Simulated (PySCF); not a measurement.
# C₃H₄F₃O−: a tour of settings

Which settings matter for C₃H₄F₃O− (`C[C@@H]([O-])C(F)(F)F`), and how do bad ones show?

Computed with PySCF 2.14.0, with density-fitted response routines of our own, on a single molecule, in the gas phase or a continuum. Atoms are numbered from 0 throughout.

## (1) Starting geometry

11 atoms, charge -1, multiplicity 1; geometry from: GFN2-xTB.

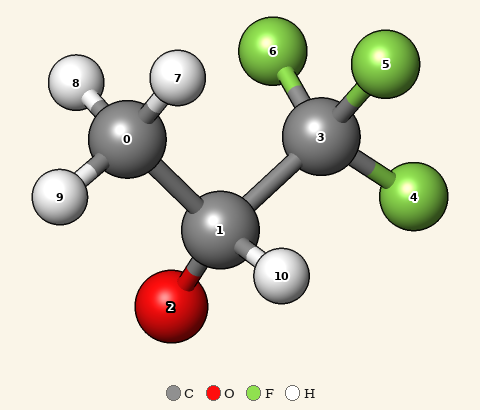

The starting geometry (carbon grey, oxygen red, fluorine green, hydrogen white), atoms numbered.

## (2) Shielding tensors: PBE0/pcSseg-1

Job settings and geometry (Å):

```
{"job": {"kind": "nmr", "xc": "PBE0", "basis": "pcSseg-1"}, "charge": -1, "multiplicity": 1}
C      1.240643    -0.307663    -0.290022
C      0.084084     0.736819    -0.098166
O     -0.143428     1.538351    -1.077156
C     -1.176103    -0.160200     0.278656
F     -2.292613     0.556625     0.524860
F     -1.005953    -0.909544     1.419080
F     -1.531024    -1.066209    -0.660345
H      1.351807    -0.943742     0.587740
H      1.026387    -0.917230    -1.165179
H      2.164451     0.238444    -0.463785
H      0.287174     1.237019     0.918354
```

Method: GIAO PBE0/pcSseg-1 NMR shielding, non-relativistic, gas phase.

The run is started by

```console
OMP_NUM_THREADS=1 python probes_run.py task.json out
```

One launch serves the whole session: the jobs run in the order shown.

Log:

```text
coarse grid: 10088 points
cycle   1  E = -490.5872353063  dE =  9.630e-01  |g| = 1.260e+00  |ddm| = 2.800e+00
cycle   2  E = -489.1122407628  dE =  1.475e+00  |g| = 2.829e+00  |ddm| = 9.337e+00
cycle   3  E = -490.8361783247  dE = -1.724e+00  |g| = 4.950e-01  |ddm| = 8.880e+00
cycle   4  E = -490.8784100087  dE = -4.223e-02  |g| = 1.753e-01  |ddm| = 7.429e-01
cycle   5  E = -490.8829511947  dE = -4.541e-03  |g| = 2.627e-02  |ddm| = 1.094e-01
cycle   6  E = -490.8830740618  dE = -1.229e-04  |g| = 1.226e-02  |ddm| = 3.261e-02
cycle   7  E = -490.8831000484  dE = -2.599e-05  |g| = 2.889e-03  |ddm| = 1.225e-02
cycle   8  E = -490.8831015183  dE = -1.470e-06  |g| = 6.809e-04  |ddm| = 3.527e-03
final grid: 101136 points
cycle   9  E = -490.9559097726  dE = -3.741e-05  |g| = 1.033e-02  |ddm| = 2.082e-02
cycle  10  E = -490.9558787008  dE =  3.107e-05  |g| = 1.679e-02  |ddm| = 2.309e-02
cycle  11  E = -490.9559293498  dE = -5.065e-05  |g| = 1.390e-03  |ddm| = 1.764e-02
cycle  12  E = -490.9559297351  dE = -3.853e-07  |g| = 3.063e-04  |ddm| = 2.327e-03
cycle  13  E = -490.9559297490  dE = -1.388e-08  |g| = 1.057e-04  |ddm| = 3.448e-04
cycle  14  E = -490.9559297506  dE = -1.654e-09  |g| = 2.684e-05  |ddm| = 8.562e-05
cycle  15  E = -490.9559297508  dE = -1.484e-10  |g| = 6.091e-06  |ddm| = 3.499e-05
converged SCF energy = -490.9559297508

GIAO shielding tensors (ppm)
atom      isotropic    diamagn.    paramagn.     s11        s22        s33       span
  0 C      159.032     250.950     -91.918    140.036    150.646    186.414     46.378
  1 C       97.619     234.102    -136.483     62.603     78.599    151.654     89.051
  2 O      245.861     397.406    -151.546    112.853    299.124    325.605    212.752
  3 C       45.080     245.018    -199.938     29.685     43.561     61.993     32.307
  4 F      272.435     472.859    -200.425    177.474    279.256    360.573    183.099
  5 F      268.212     476.541    -208.330    175.303    267.428    361.904    186.601
  6 F      288.198     475.150    -186.952    198.742    302.389    363.464    164.722
  7 H       30.776      31.464      -0.688     26.426     30.508     35.395      8.970
  8 H       30.949      31.229      -0.280     27.602     31.669     33.576      5.973
  9 H       31.259      30.890       0.369     28.574     29.193     36.009      7.436
 10 H       25.237      27.258      -2.020     21.942     24.197     29.573      7.631
```

Run time: 12 s. Hardware: 1 thread of AMD EPYC 7R32, shared host; peak memory 0.67 GiB.

The references, computed at this level on geometries of the same kind, shield at (ppm): ¹H TMS 31.72, ¹³C TMS 186.9, ¹⁹F CFCl3 170.9, ¹⁷O H2O 336.1. Their shielding less the atom's gives the shift. The references are single molecules in the gas phase, so shifts against H2O, NH3, PH3, H3PO4 or CFCl3 are not on the usual liquid scales and can be off by tens of ppm. Atoms listed in one row are averaged.

```tsv
atoms	environment	σ (ppm)	δ (ppm)
C3	CF3 carbon	45.1	141.8
C1	sp3 CH bonded to O	97.6	89.3
C0	methyl carbon	159.0	27.9
H10	hydrogen on an sp3 CH bonded to O	25.24	6.48
H7, H8, H9	hydrogen on a methyl carbon	30.99	0.72
O2	oxygen bonded to C	245.9	90.2
F4, F5, F6	fluorine of a CF3 group	276.3	-105.3
```

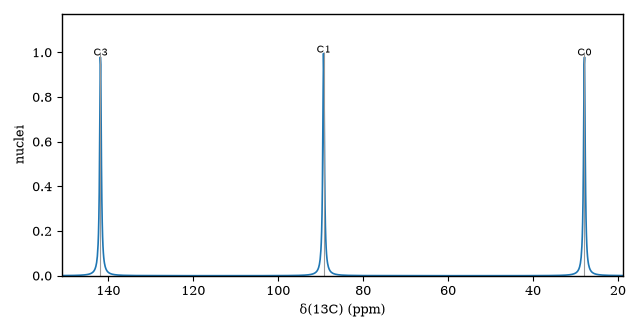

¹³C lines at the computed shifts, without couplings. Lines are broadened to a width of 0.46 ppm (Lorentzian).

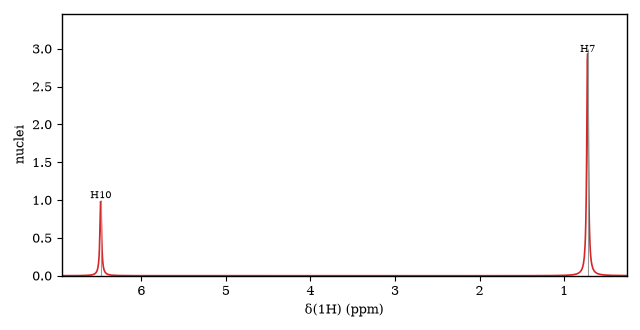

¹H lines at the computed shifts, without couplings. Lines are broadened to a width of 0.02 ppm (Lorentzian).

The run also stored atomic charges by several schemes (e):

```tsv
atoms	Mulliken	IAO	Hirshfeld	ESP fit
C0	-0.29	-0.48	-0.18	-0.49
C1	0.05	0.16	-0.03	0.69
O2	-0.69	-0.80	-0.54	-0.89
C3	0.73	0.73	0.22	0.39
F4, F5, F6	-0.32	-0.32	-0.14	-0.23
```

ESP fit charges:

```tsv
atom	value (e)
C0	-0.49
C1	0.69
O2	-0.89
C3	0.39
F4	-0.23
F5	-0.26
F6	-0.21
H7	0.04
H8	0.07
H9	0.09
H10	-0.20
```

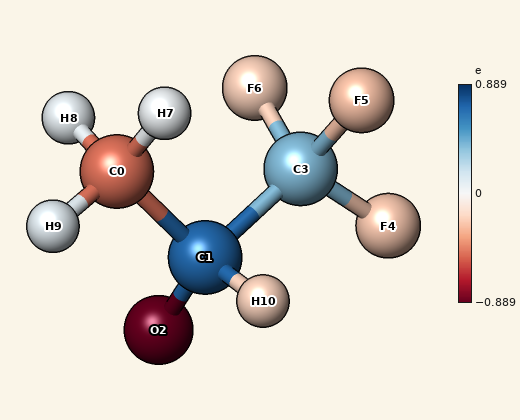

ESP fit charges, as colours on the atoms.

Mayer bond orders: C0–C1 0.90, C1–O2 1.57, C1–C3 0.84, C3–F4 0.98, C3–F5 0.91, C3–F6 0.96.

## (3) Excited states and response: PBE0/def2-SVPD

Settings changed since step 2:

```diff
@@ -1,2 +1,2 @@
-{"job": {"kind": "nmr", "xc": "PBE0", "basis": "pcSseg-1"}, "charge": -1, "multiplicity": 1}
+{"job": {"kind": "uv", "xc": "PBE0", "basis": "def2-SVPD", "nstates": 6, "ntriplets": 2}, "charge": -1, "multiplicity": 1}
 C      1.240643    -0.307663    -0.290022
```

With the program's defaults for keys left out, this is: TDDFT PBE0/def2-SVPD, vertical, gas phase, core orbitals frozen in the response.

Log:

```text
coarse grid: 10088 points
cycle   1  E = -490.3097103380  dE =  9.046e-01  |g| = 1.190e+00  |ddm| = 3.957e+00
cycle   2  E = -487.9198385395  dE =  2.390e+00  |g| = 3.074e+00  |ddm| = 8.950e+01
cycle   3  E = -490.5079592397  dE = -2.588e+00  |g| = 6.505e-01  |ddm| = 8.932e+01
cycle   4  E = -490.5927998059  dE = -8.484e-02  |g| = 1.523e-01  |ddm| = 1.160e+00
cycle   5  E = -490.5965826626  dE = -3.783e-03  |g| = 3.373e-02  |ddm| = 2.764e-01
cycle   6  E = -490.5967732095  dE = -1.905e-04  |g| = 1.624e-02  |ddm| = 8.315e-02
cycle   7  E = -490.5968174677  dE = -4.426e-05  |g| = 4.591e-03  |ddm| = 2.154e-02
cycle   8  E = -490.5968211619  dE = -3.694e-06  |g| = 1.097e-03  |ddm| = 8.556e-03
final grid: 101136 points
cycle   9  E = -490.6701031730  dE = -2.943e-05  |g| = 1.072e-02  |ddm| = 7.639e-02
cycle  10  E = -490.6700647523  dE =  3.842e-05  |g| = 1.788e-02  |ddm| = 3.300e-02
cycle  11  E = -490.6701244429  dE = -5.969e-05  |g| = 1.785e-03  |ddm| = 2.514e-02
cycle  12  E = -490.6701251076  dE = -6.647e-07  |g| = 2.494e-04  |ddm| = 3.513e-03
cycle  13  E = -490.6701251172  dE = -9.582e-09  |g| = 1.040e-04  |ddm| = 5.981e-04
cycle  14  E = -490.6701251192  dE = -2.052e-09  |g| = 2.705e-05  |ddm| = 1.621e-04
cycle  15  E = -490.6701251194  dE = -1.689e-10  |g| = 4.609e-06  |ddm| = 7.536e-05
converged SCF energy = -490.6701251194

Static polarisability (au): isotropic 58.216, principal 53.003 59.401 62.243

Singlet excitations
state   eV       nm        f      main configurations
  1   4.3103    287.6   0.03007   H->L 0.95
  2   4.4546    278.3   0.01260   H-1->L 0.96
  3   4.8714    254.5   0.02705   H->L+1 0.96
  4   5.0975    243.2   0.01577   H-1->L+1 0.98
  5   5.1929    238.8   0.02708   H->L+2 0.83, H->L+3 0.10
  6   5.4219    228.7   0.01372   H-1->L+2 0.87

Triplet excitations (Tamm-Dancoff, eV): 4.0976 4.3744
```

Run time: 17 s. Hardware: 1 thread of AMD EPYC 7R32, shared host; peak memory 0.75 GiB.

The orbitals next to the gap, with their largest atomic shares:

```tsv
orbital	eV	atoms
HOMO−3	-5.51	C0 22 %, C1 20 %, O2 10 %
HOMO−2	-4.91	O2 62 %, C1 19 %, C0 5 %
HOMO−1	-0.82	O2 68 %, C1 11 %, C3 9 %
HOMO	-0.59	O2 68 %, C1 14 %, H10 8 %
LUMO	4.63	C0 23 %, F5 14 %, C3 12 %
LUMO+1	5.20	F4 18 %, F5 14 %, H9 14 %
LUMO+2	5.72	F6 22 %, H10 19 %, O2 14 %
```

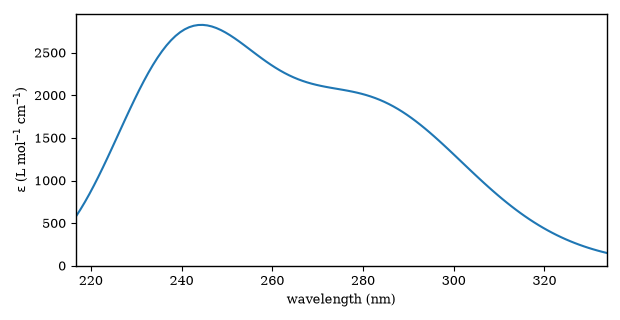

Absorption spectrum: each of the 6 states is a Gaussian band of 0.4 eV half-width at 1/e. Beyond the last state computed it falls off for lack of states.

Ground-state properties from the same run:

```tsv
property	computed
polarisability (Å³)	8.63
HOMO–LUMO gap (eV)	5.22
−ε(HOMO) (eV)	0.59
```

## (4) Indirect couplings: M06-2X/ANO-RCC-VDZP

Settings changed since step 3:

```diff
@@ -1,2 +1,2 @@
-{"job": {"kind": "uv", "xc": "PBE0", "basis": "def2-SVPD", "nstates": 6, "ntriplets": 2}, "charge": -1, "multiplicity": 1}
+{"job": {"kind": "j", "xc": "M06-2X", "basis": "ANO-RCC-VDZP", "scf": {"level_shift": 2.0, "max_cycle": 85}}, "charge": -1, "multiplicity": 1}
 C      1.240643    -0.307663    -0.290022
```

Method: M06-2X/ANO-RCC-VDZP.

Log:

```text
NotImplementedError: meta-GGA kernel
```

Wall time 56 s (1 thread of AMD EPYC 7R32, shared host); peak memory 0.6 GiB.

Why it failed: This response code has no terms for the kinetic-energy density, so it refuses meta-GGA functionals here. Cure: take a GGA or a hybrid, or another code.

## (5) TDDFT and polarisability: wB97X/def2-SVPD in acetonitrile

Settings changed since step 4:

```diff
@@ -1,2 +1,2 @@
-{"job": {"kind": "j", "xc": "M06-2X", "basis": "ANO-RCC-VDZP", "scf": {"level_shift": 2.0, "max_cycle": 85}}, "charge": -1, "multiplicity": 1}
+{"job": {"kind": "uv", "xc": "wB97X", "basis": "def2-SVPD", "solvent": "acetonitrile", "nstates": 12, "ntriplets": 2, "tda": false, "grid": 4}, "charge": -1, "multiplicity": 1}
 C      1.240643    -0.307663    -0.290022
```

Level: TDDFT wB97X/def2-SVPD, vertical, IEF-PCM acetonitrile (non-equilibrium linear response), core orbitals frozen in the response.

Log:

```text
coarse grid: 10088 points
cycle   1  E = -490.7736244726  dE =  9.030e-01  |g| = 1.240e+00  |ddm| = 3.903e+00
cycle   2  E = -490.6507329375  dE =  1.229e-01  |g| = 1.558e+00  |ddm| = 3.035e+00
cycle   3  E = -491.0721673531  dE = -4.214e-01  |g| = 1.010e-01  |ddm| = 1.647e+00
cycle   4  E = -491.0738182954  dE = -1.651e-03  |g| = 5.885e-02  |ddm| = 2.577e-01
cycle   5  E = -491.0744474443  dE = -6.291e-04  |g| = 1.030e-02  |ddm| = 7.010e-02
cycle   6  E = -491.0744746774  dE = -2.723e-05  |g| = 3.507e-03  |ddm| = 2.761e-02
cycle   7  E = -491.0744789161  dE = -4.239e-06  |g| = 8.483e-04  |ddm| = 1.077e-02
final grid: 263424 points
cycle   8  E = -491.1556325073  dE = -9.139e-05  |g| = 8.004e-03  |ddm| = 9.857e-02
cycle   9  E = -491.1556357999  dE = -3.293e-06  |g| = 7.575e-03  |ddm| = 1.670e-02
cycle  10  E = -491.1556439678  dE = -8.168e-06  |g| = 7.028e-04  |ddm| = 5.555e-03
cycle  11  E = -491.1556440744  dE = -1.067e-07  |g| = 3.679e-04  |ddm| = 1.892e-03
cycle  12  E = -491.1556441052  dE = -3.076e-08  |g| = 1.085e-04  |ddm| = 7.798e-04
cycle  13  E = -491.1556441082  dE = -3.009e-09  |g| = 3.176e-05  |ddm| = 2.939e-04
cycle  14  E = -491.1556441089  dE = -7.107e-10  |g| = 8.390e-06  |ddm| = 2.639e-04
converged SCF energy = -491.1556441089

Static polarisability (au): isotropic 70.077, principal 66.245 69.915 74.072

Singlet excitations
state   eV       nm        f      main configurations
  1   6.0081    206.4   0.02145   H->L 0.65, H->L+2 0.28
  2   6.2998    196.8   0.03591   H-1->L 0.67, H-1->L+2 0.24
  3   6.9770    177.7   0.13785   H->L+3 0.72, H->L+4 0.12
  4   7.2412    171.2   0.01953   H->L+1 0.44, H-1->L+3 0.27
  5   7.3185    169.4   0.01013   H-1->L+3 0.47, H->L+1 0.22
  6   7.5119    165.1   0.01576   H-1->L+1 0.43, H->L+2 0.13
  7   7.5757    163.7   0.01016   H->L+2 0.33, H-1->L+1 0.16, H->L 0.15
  8   7.7823    159.3   0.05772   H-1->L+2 0.44, H-1->L 0.19, H-1->L+1 0.15
  9   8.2612    150.1   0.00592   H->L+4 0.52, H->L+3 0.10
 10   8.3890    147.8   0.11239   H->L+7 0.25, H-1->L+4 0.22, H->L+5 0.18
 11   8.4790    146.2   0.04759   H-1->L+4 0.28, H->L+7 0.10
 12   8.7645    141.5   0.00522   H->L+6 0.28, H-1->L+7 0.21, H-1->L+5 0.10

Triplet excitations (Tamm-Dancoff, eV): 5.9809 6.2739
```

Wall time 38 s (1 thread of AMD EPYC 7R32, shared host); peak memory 0.85 GiB.

Key values: HOMO -8.02 eV, LUMO 2.87 eV; lowest singlet 6.01 eV.

## (6) TDDFT and polarisability: PBE0/pcSseg-0

Job settings and geometry (Å):

```
{"job": {"kind": "uv", "xc": "PBE0", "basis": "pcSseg-0", "nstates": 3, "ntriplets": 5, "tda": true, "scf": {"max_cycle": 74}}, "charge": -1, "multiplicity": 1}
C      1.277862    -0.316893    -0.298723
C      0.086607     0.758924    -0.101111
O     -0.147731     1.584502    -1.109471
C     -1.211386    -0.165006     0.287016
F     -2.361391     0.573324     0.540606
F     -1.036132    -0.936830     1.461652
F     -1.576955    -1.098195    -0.680155
H      1.392361    -0.972054     0.605372
H      1.057179    -0.944747    -1.200134
H      2.229385     0.245597    -0.477699
H      0.295789     1.274130     0.945905
```

Method: TDA PBE0/pcSseg-0, vertical, gas phase, core orbitals frozen in the response.

Log:

```text
final grid: 101136 points
cycle   1  E = -489.5169685902  dE =  6.215e-01  |g| = 1.246e+00  |ddm| = 3.249e+00
cycle   2  E = -486.8470200335  dE =  2.670e+00  |g| = 3.455e+00  |ddm| = 9.953e+00
cycle   3  E = -489.7788493486  dE = -2.932e+00  |g| = 5.711e-01  |ddm| = 9.329e+00
cycle   4  E = -489.8304151135  dE = -5.157e-02  |g| = 2.274e-01  |ddm| = 1.076e+00
cycle   5  E = -489.8385620150  dE = -8.147e-03  |g| = 3.848e-02  |ddm| = 2.513e-01
cycle   6  E = -489.8388960232  dE = -3.340e-04  |g| = 1.294e-02  |ddm| = 5.437e-02
cycle   7  E = -489.8389272209  dE = -3.120e-05  |g| = 4.395e-03  |ddm| = 2.094e-02
cycle   8  E = -489.8389306168  dE = -3.396e-06  |g| = 7.238e-04  |ddm| = 7.415e-03
cycle   9  E = -489.8389307305  dE = -1.137e-07  |g| = 2.767e-04  |ddm| = 1.231e-03
cycle  10  E = -489.8389307487  dE = -1.823e-08  |g| = 6.130e-05  |ddm| = 4.133e-04
cycle  11  E = -489.8389307496  dE = -8.982e-10  |g| = 1.205e-05  |ddm| = 1.047e-04
converged SCF energy = -489.8389307496

Static polarisability (au): isotropic 39.495, principal 36.566 40.212 41.707

Singlet excitations
state   eV       nm        f      main configurations
  1   5.5364    223.9   0.02517   H->L 0.95
  2   5.5994    221.4   0.00982   H-1->L 0.95
  3   6.1872    200.4   0.02314   H->L+1 0.48, H->L+2 0.37, H-1->L+1 0.09

Triplet excitations (Tamm-Dancoff, eV): 5.0129 5.3852 5.8070 5.9284 6.1414
```

It took 4.5 s on 1 thread of AMD EPYC 7R32, shared host; peak memory 0.47 GiB.

All coordinates were scaled by 1.03, so these values belong to a distorted geometry and are kept out of the summary. Its HOMO lies at 0.38 eV, against -0.59 eV in step 3 (PBE0/def2-SVPD), a different level, so the two don't compare directly.

## (7) Side by side: electronic excitations

Excitations and ground-state properties, with basis size and wall time:

```tsv
run	lowest singlet (eV)	brightest (eV)	f	gap (eV)	α (Å³)	functions	time
PBE0/def2-SVPD	4.31	4.31	0.030	5.22	8.63	184	17 s
wB97X/def2-SVPD in acetonitrile	6.01	6.98	0.138	10.89	10.38	184	38 s
```

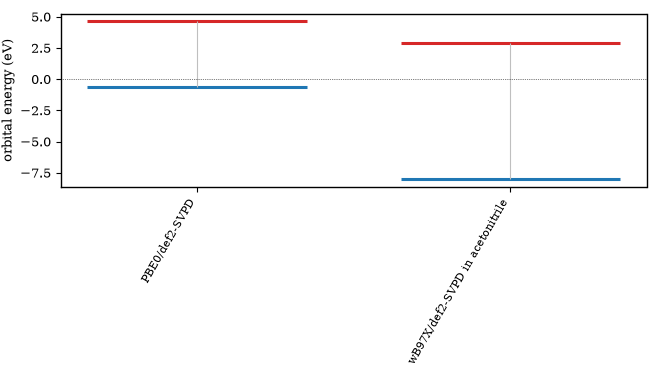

HOMO (blue) and LUMO (red) run by run.

## (8) Outcome

```
                                                                 quantity                                            value
                                   ¹³C shifts against TMS (PBE0/pcSseg-1)                            141.8, 89.3, 27.9 ppm
   ¹H shifts against TMS (PBE0/pcSseg-1, means over atoms taken as alike)                                   6.48, 0.72 ppm
                                   ¹⁷O shifts against H2O (PBE0/pcSseg-1)                                         90.2 ppm
¹⁹F shifts against CFCl3 (PBE0/pcSseg-1, means over atoms taken as alike)                                       -105.3 ppm
                                          lowest singlet (PBE0/def2-SVPD)                      4.31 eV (288 nm), f = 0.030
                                                           lowest triplet                                          4.10 eV
                                              range of the lowest singlet                                  4.31 to 6.01 eV
                                            property runs in this session  5, of which 1 failed and 1 gave unsound results
```

In words: Single values in the summary come from the first run of each kind that ended normally (PBE0/pcSseg-1; PBE0/def2-SVPD), which need not be the best level. H10 (hydrogen on an sp3 CH bonded to O) lies farthest downfield among hydrogen, at 6.48 ppm; its carbon carries O, hence the downfield position. At PBE0/pcSseg-1: The widest tensor belongs to O2: span 213 ppm, with a paramagnetic part of -152 ppm. The first singlet state (HOMO→LUMO 0.95) lies at 4.31 eV and is weak. The lowest triplet lies 0.21 eV below the lowest singlet (triplets in Tamm-Dancoff, singlets in full TDDFT). The lowest singlet lies above −ε(HOMO); no detachment energy was computed, so the anion's states may not be bound. The lowest singlet runs from 4.31 eV (PBE0/def2-SVPD) to 6.01 eV (wB97X/def2-SVPD in acetonitrile), while the orbital gap spans 5.22 to 10.89 eV. The lowest state need not be the same one in every run. The runs solved for a few states only, so the brightest column depends on that window.
